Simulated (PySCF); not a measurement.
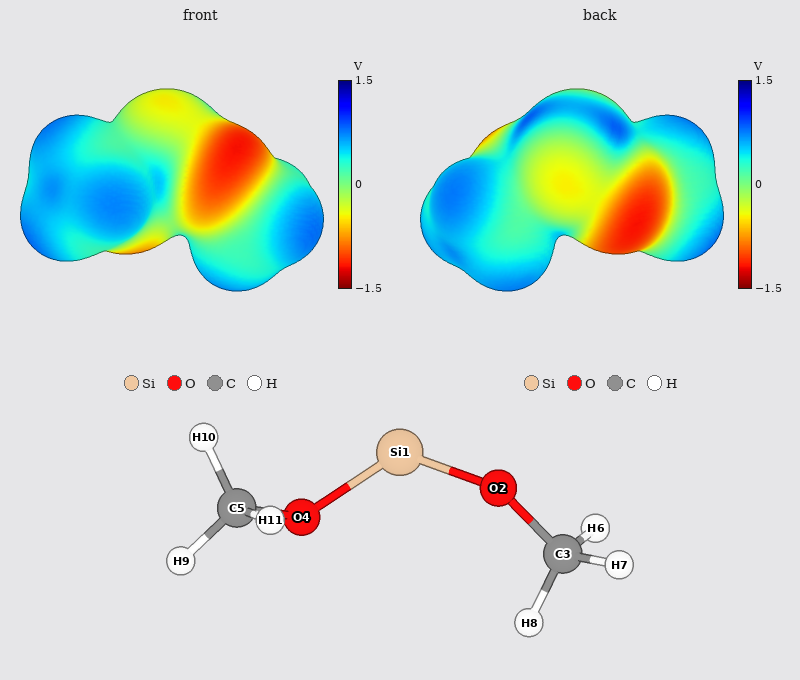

Figure 1: C₂H₆O₂Si (triplet). The electrostatic potential painted on the density surface at 0.002 e/bohr³, seen from the front and from behind; red is negative and blue positive. The bare structure is drawn below in the same view.

Geometry: PBE0-D3(BJ)/def2-SVP.

Method: UKS B3LYP, IGLO-III on C O Si, pcH-1 on H, non-relativistic, mean-field spin-orbit, GIAO (PySCF).

```yaml
atoms:
  - { symbol: Si, position_ang: [-0.3867, -0.2289, 1.1336] }
  - { symbol: O, position_ang: [-1.0148, -1.0455, -0.1870] }
  - { symbol: C, position_ang: [-0.4393, -2.1998, -0.7558] }
  - { symbol: O, position_ang: [0.7970, 0.9264, 0.8716] }
  - { symbol: C, position_ang: [0.5425, 2.2767, 0.5579] }
  - { symbol: H, position_ang: [-0.4192, -3.0421, -0.0437] }
  - { symbol: H, position_ang: [-1.0541, -2.4924, -1.6205] }
  - { symbol: H, position_ang: [0.5915, -2.0156, -1.1043] }
  - { symbol: H, position_ang: [1.5118, 2.7798, 0.4205] }
  - { symbol: H, position_ang: [-0.0021, 2.7910, 1.3679] }
  - { symbol: H, position_ang: [-0.0417, 2.3790, -0.3726] }
```

Describe the electrostatic potential map.

The most negative region (about −1.2 V) lies over O2 and O4, the most positive (about +0.8 V) over Si1, H7, H9 and H10.
